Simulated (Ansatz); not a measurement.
Calibrating BHLYP-D4/def2-TZVPP on Al-containing molecules

The atomisation energy (no zero-point term) in kJ/mol of 7 Al-containing molecules: x at BHLYP-D4/def2-TZVPP, y at CCSD(T)/CBS estimate. Shapes, held fixed at every level: PBE0-D4/def2-TZVP. Flexible molecules stand in one conformer, not always the lowest. Programs: Ansatz 0.2.0.

```
                                                             molecule  x (kJ/mol)  y (kJ/mol)
                                       CH8AlN (SMILES C[NH2+][AlH3-])        3415        3475
                                                        Al(CH3)3(SH2)        5433        5538
                                                        P(AlH3)(CH3)3        5700        5774
                           C4H11AlN2 (SMILES CC1=[N+](C)[AlH2-][N]1C)        6720           ?
                    C5H9AlO2 (SMILES [CH3][Al-]1([CH3])[O]C=CC=[O+]1)        6947        7156
C4H10Al2Cl4 (SMILES C[CH2][Al-]1([Cl])[Cl+][Al-]([Cl])([CH2]C)[Cl+]1)        7308        7486
     C6H20Al2N2 (SMILES [CH3][AlH-]1[N+](C)(C)[AlH-]([CH3])[N+]1(C)C)       10899       11111
```

Task: Fit y = c + s·x to the known rows and predict y for C4H11AlN2.

Result: 
1. Means of the 6 rows: x = 6617.00, y = 6756.7.
2. Σ(Δx)² = 31417454, Σ(Δx·Δy) = 32132908, so the slope is 32132908/31417454 = 1.0228.
3. Intercept: 6756.7 − (1.0228) × 6617.00 = -11.2. The largest residual of the fit is 62.
4. C4H11AlN2: -11.2 + 1.0228 × 6720 = 6862 kJ/mol.

CCSD(T)/CBS estimate gives 6875 kJ/mol, so the prediction is off by -13 kJ/mol, within the largest residual. Uncorrected, BHLYP-D4/def2-TZVPP misses C4H11AlN2 by -155 kJ/mol, and the other rows by 140 on average. The line removes about 90 % of this miss, partly by chance. Left out in turn, the other rows are missed by 47 kJ/mol on average. The CBS estimate extrapolates MP2 from def2-TZVPP and def2-QZVPP and adds CCSD(T) − MP2 in the triple-zeta set, cores frozen.

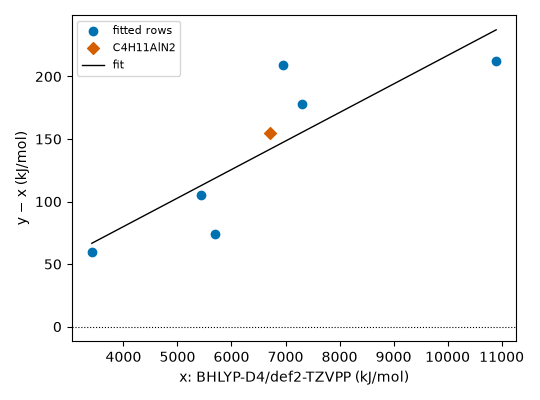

The correction y − x against x, with the fitted line and the withheld molecule.
